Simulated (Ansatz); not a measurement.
Cost and result by functional for the surface energy of the (11-23) surface of hcp Tl in its 1x1 cell, outermost plane spacing 0.65 Å in the ideal cut, in Ansatz (plane waves, PAW). Single points on the PBE structure, on one kind of machine; costs are rough ratios of the slab run's core time (references not counted) to the cheapest single point. r2SCAN's cost holds its higher cutoff (500 against 420 eV). Differences are taken against r2SCAN for comparison alone: no measured value is at hand, so the table doesn't rank accuracy.

Slab: 17 atoms, 10.4 Å thick at the start (thin: gaps and levels are the slab's own); k 7x5x1, smearing 0.1 eV, dipole-corrected; all atoms relaxed; no symmetry held; no spin, no spin-orbit, no U. These notes are the PBE run's.

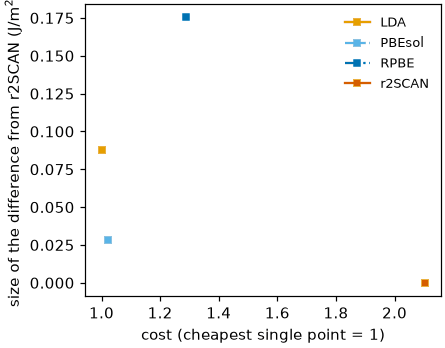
Fig. 1. Difference from r2SCAN against cost

```tsv
functional	relative cost	surface energy (J/m²)	less r2SCAN (J/m²)
LDA	1	0.47	0.09
PBEsol	1	0.41	0.03
RPBE	1	0.20	-0.18
r2SCAN	2	0.38	0.00
PBE (the relaxed run's value)	–	0.30	-0.07
```

The values span 0.26 J/m², while the single points' costs differ by a factor of roughly 2. Differences are of unrounded values.

Ansatz is a quantum-chemistry and plane-wave program.
